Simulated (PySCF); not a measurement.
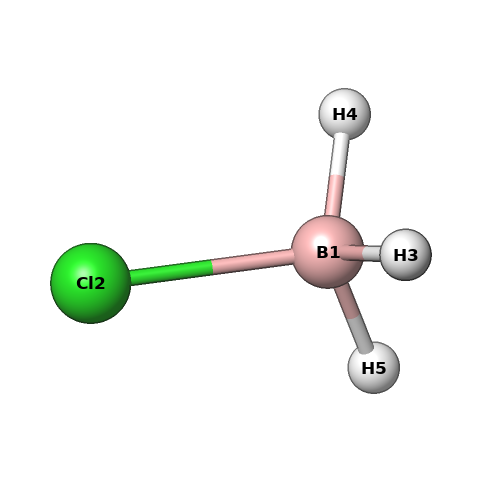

The species has charge −1 and is a spin singlet. The geometry was computed by an optimisation with PBE0-D3(BJ)/def2-SVP. No frequency run is at hand to confirm it as a minimum. Properties computed with delta-SCF UKS SCAN, pcX-2 on the ionised atom, pcseg-1 elsewhere, spin-free X2C (PySCF 2.14.0).

Give the core-electron binding energies (to vacuum; p and d levels without spin–orbit splitting) of B1 1s, Cl2 1s, Cl2 2p.

| atom | level | binding energy (eV) |
| --- | --- | --- |
| B1 | 1s | 189.2 |
| Cl2 | 1s | 2821.9 |
| Cl2 | 2p | 199.8 |
